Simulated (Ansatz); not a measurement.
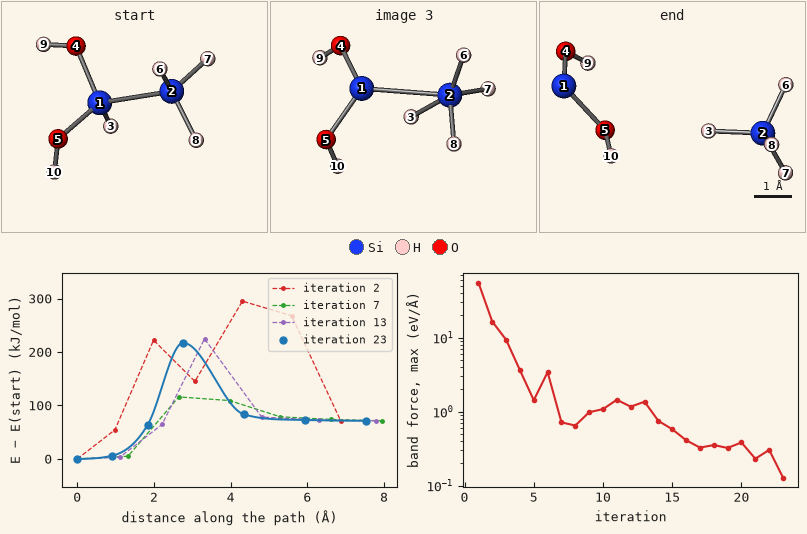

NEB run on Si₂H₆O₂. Images are numbered from 0 (start) to 6 (end). The plot follows the band through its iterations. Style: ball-and-stick. Shown at a tilt.

Computed with Ansatz, RKS BLYP/def2-SVP. Set-up: 5 movable images; climbing image; force threshold 0.2 eV/Å; iteration limit 60; starting path through a guess of the saddle point.

**Judge this run.**

The run is converged, with reservations. The band converged in 23 iterations. The largest component of the band force went from 56 to 0.13 eV/Å. The climbing image converged on the top of the path. Its curvatures weren't checked. The force threshold is loose. The first iteration put the highest image at 1418.5 kJ/mol. The highest point, image 3, lies 217.2 kJ/mol above the start and 145.8 kJ/mol above the end; the end is at +71.4 kJ/mol relative to the start.
